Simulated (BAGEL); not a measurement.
# UHF/STO-3G (density fitting with qzvpp-jkfit) run of SiH2SeCl (SMILES Cl[SiH][SeH])

What is the energy change on altering one bond length of SiH2SeCl at UHF/STO-3G (density fitting with qzvpp-jkfit)? 

The results are computed with BAGEL 1.2.2.

7 further runs of the same task are left out: 4 that didn't finish, 3 set aside as unsound or not needed.

### Step 1. The structure to begin with

SiH2SeCl has 5 atoms, charge 0, and is taken as a doublet. As SMILES, `Cl[SiH][SeH]`. Geometry: relaxed at PBE0-D4/def2-TZVP. This is one conformer, not always the lowest.

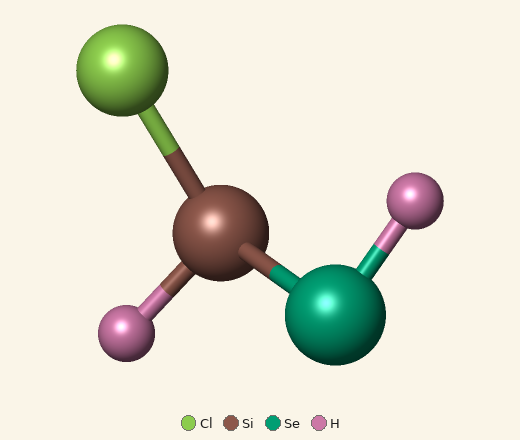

Viewed from a chosen angle; chlorine green, silicon brown, selenium teal, hydrogen pink.

### Step 2. A single-point energy at UHF/STO-3G (density fitting with qzvpp-jkfit)

File job.json:

```json
{ "bagel": [

{
  "title": "molecule",
  "basis": "sto-3g",
  "df_basis": "qzvpp-jkfit",
  "angstrom": "true",
  "geometry": [
    { "atom": "Cl", "xyz": [   -2.098500,   -0.286100,    0.143900 ] },
    { "atom": "Si", "xyz": [   -0.121800,   -0.761200,   -0.193900 ] },
    { "atom": "Se", "xyz": [    1.300800,    0.972900,    0.128200 ] },
    { "atom": "H", "xyz": [    0.283800,   -1.778100,    0.815900 ] },
    { "atom": "H", "xyz": [    0.685700,    1.778800,   -0.935500 ] }
  ]
},
{ "title": "uhf", "nopen": 1 },
{ "title": "print", "file": "orbitals.molden", "orbitals": "true" }

]}
```

Run with:

```console
$ BAGEL_NUM_THREADS=1 BAGEL job.json > job.out
```

Standard output:

```text
* using 1 threads per process

  ===============================================================
  ===============================================================

  *** Geometry ***

  { "atom" : "Cl", "xyz" : [     -3.965590,     -0.540651,      0.271932 ] },
  { "atom" : "Si", "xyz" : [     -0.230169,     -1.438460,     -0.366418 ] },
  { "atom" : "Se", "xyz" : [      2.458156,      1.838515,      0.242263 ] },
  { "atom" : "H", "xyz" : [      0.536304,     -3.360122,      1.541828 ] },
  { "atom" : "H", "xyz" : [      1.295785,      3.361445,     -1.767839 ] },

  Number of auxiliary basis functions:      558

  Since a DF basis is specified, we compute 2- and 3-index integrals:
    o Being stored without compression. Storage requirement is 0.006 GB

  Number of basis functions:       38
  Number of electrons      :       67

    * METHOD: MOLECULE                             0.22

  *** Open-shell HF ***

  === Nuclear Repulsion ===
   288.2418347740

      * DIIS with orbital gradients will be used.

  === UHF iteration (sto-3g) ===
      0      -3114.87233427          0.01660534           0.10
      1      -3114.93521786          0.00349452           0.09
      2      -3114.93964834          0.00120853           0.10
      3      -3114.94047509          0.00058054           0.10
      4      -3114.94085369          0.00010024           0.09
      5      -3114.94089913          0.00002860           0.09
      6      -3114.94090823          0.00001076           0.10
      7      -3114.94091040          0.00000584           0.10
      8      -3114.94091105          0.00000123           0.09
      9      -3114.94091107          0.00000045           0.09
     10      -3114.94091107          0.00000021           0.09
     11      -3114.94091107          0.00000008           0.09
     12      -3114.94091107          0.00000003           0.09
     13      -3114.94091107          0.00000001           0.09
     14      -3114.94091107          0.00000000           0.09
    * SCF iteration converged.

    * S^2 (UHF) is 0.7529

    * Permanent dipole moment:
           (   -0.539024,     0.466076,     0.717547) a.u.

    * METHOD: UHF                                  1.55

    * METHOD: PRINT                                0.00

  ===============================================================
```

Run time: 1.9 s. Hardware: 1 thread of Arm Neoverse V2, shared host.

### Step 3. The distorted shape

File input.json:

```json
{ "bagel" : [

{
  "title" : "molecule",
  "basis" : "sto-3g",
  "df_basis" : "qzvpp-jkfit",
  "angstrom" : true,
  "geometry" : [
    { "atom" : "Cl", "xyz" : [      -3.679898,       0.093989,       0.414147 ] },
    { "atom" : "Si", "xyz" : [      -0.121800,      -0.761200,      -0.193900 ] },
    { "atom" : "Se", "xyz" : [       1.300800,       0.972900,       0.128200 ] },
    { "atom" : "H", "xyz" : [       0.283800,      -1.778100,       0.815900 ] },
    { "atom" : "H", "xyz" : [       0.685700,       1.778800,      -0.935500 ] }
  ]
},

{
  "title" : "uhf",
  "nopen" : 1
},

{
  "title" : "print",
  "file" : "orbitals.molden",
  "orbitals" : true
}

]}
```

Run with:

```console
$ BAGEL_NUM_THREADS=1 BAGEL input.json > input.out
```

Standard output:

```text
* using 1 threads per process

  ===============================================================
  ===============================================================

  *** Geometry ***

  { "atom" : "Cl", "xyz" : [     -6.953999,      0.177613,      0.782624 ] },
  { "atom" : "Si", "xyz" : [     -0.230169,     -1.438460,     -0.366418 ] },
  { "atom" : "Se", "xyz" : [      2.458156,      1.838515,      0.242263 ] },
  { "atom" : "H", "xyz" : [      0.536304,     -3.360122,      1.541828 ] },
  { "atom" : "H", "xyz" : [      1.295785,      3.361445,     -1.767839 ] },

  Number of auxiliary basis functions:      558

  Since a DF basis is specified, we compute 2- and 3-index integrals:
    o Being stored without compression. Storage requirement is 0.006 GB

  Number of basis functions:       38
  Number of electrons      :       67

    * METHOD: MOLECULE                             0.20

  *** Open-shell HF ***

  === Nuclear Repulsion ===
   235.3833542144

      * DIIS with orbital gradients will be used.

  === UHF iteration (sto-3g) ===
      0      -3114.64496654          0.01668525           0.09
      1      -3114.74357907          0.01186054           0.09
      2      -3114.79050260          0.00454640           0.09
      3      -3114.81104872          0.00302843           0.09
      4      -3114.82388692          0.00105169           0.09
      5      -3114.82540927          0.00035304           0.09
      6      -3114.82561356          0.00012317           0.09
      7      -3114.82562444          0.00005248           0.09
      8      -3114.82563780          0.00003668           0.09
      9      -3114.82565806          0.00003150           0.09
     10      -3114.82567050          0.00003093           0.09
     11      -3114.82573384          0.00002900           0.09
     12      -3114.82585379          0.00002738           0.09
     13      -3114.82585335          0.00002537           0.09
     14      -3114.82540172          0.00010038           0.09
     15      -3114.82554974          0.00008786           0.09
     16      -3114.82547045          0.00010223           0.09
     17      -3114.82589219          0.00002030           0.09
     18      -3114.82579904          0.00002618           0.09
     19      -3114.82583331          0.00001708           0.09
     20      -3114.82581679          0.00001621           0.09
     21      -3114.82583523          0.00001585           0.09
     22      -3114.82586446          0.00001411           0.09
     23      -3114.82591034          0.00001090           0.09
     24      -3114.82592163          0.00000931           0.09
     25      -3114.82593786          0.00000905           0.09
     26      -3114.82593759          0.00000609           0.09
     27      -3114.82593900          0.00000339           0.09
     28      -3114.82593952          0.00000205           0.09
     29      -3114.82593988          0.00000125           0.09
     30      -3114.82593989          0.00000060           0.09
     31      -3114.82593999          0.00000045           0.09
     32      -3114.82594008          0.00000033           0.09
     33      -3114.82594011          0.00000023           0.09
     34      -3114.82594014          0.00000017           0.09
     35      -3114.82594015          0.00000016           0.09
     36      -3114.82594016          0.00000015           0.09
     37      -3114.82594016          0.00000015           0.09
     38      -3114.82594017          0.00000011           0.09
     39      -3114.82594017          0.00000006           0.09
     40      -3114.82594017          0.00000004           0.09
     41      -3114.82594017          0.00000003           0.09
     42      -3114.82594017          0.00000003           0.08
     43      -3114.82594017          0.00000002           0.08
     44      -3114.82594017          0.00000002           0.09
     45      -3114.82594017          0.00000002           0.08
     46      -3114.82594017          0.00000002           0.08
     47      -3114.82594017          0.00000002           0.08
     48      -3114.82594017          0.00000002           0.09
     49      -3114.82594017          0.00000002           0.09
     50      -3114.82594017          0.00000002           0.09
     51      -3114.82594017          0.00000002           0.09
     52      -3114.82594017          0.00000002           0.09
     53      -3114.82594017          0.00000002           0.09
     54      -3114.82594017          0.00000001           0.09
     55      -3114.82594017          0.00000001           0.09
     56      -3114.82594017          0.00000001           0.09
     57      -3114.82594017          0.00000001           0.09
     58      -3114.82594017          0.00000001           0.09
     59      -3114.82594017          0.00000001           0.09
    * SCF iteration converged.

    * S^2 (UHF) is 0.8381

    * Permanent dipole moment:
           (    0.490467,     0.402099,     0.296215) a.u.

    * METHOD: UHF                                  5.52

    * METHOD: PRINT                                0.00

  ===============================================================
```

It took 6 s on 1 thread of Arm Neoverse V2, shared host.

### Step 4. Outcome

At UHF/STO-3G (density fitting with qzvpp-jkfit):

| quantity | value |
| --- | --- |
| first shape: total energy | -3114.94091 Eh |
| first shape: dipole moment | 2.57 D |
| first shape: ⟨S²⟩ | 0.753 |
| distorted shape: total energy | -3114.82594 Eh |
| distorted shape: dipole moment | 1.78 D |
| distorted shape: ⟨S²⟩ | 0.838 |
| energy change with the Cl1–Si2 bond stretched from 2.061 to 3.710 Å | 3.129 eV |

What this shows: With the Cl1–Si2 bond stretched from 2.061 to 3.710 Å the energy rises by 3.13 eV (302 kJ/mol). The first shape isn't relaxed at this level, so the change isn't measured from a minimum. The minimal basis adds a large error of its own.
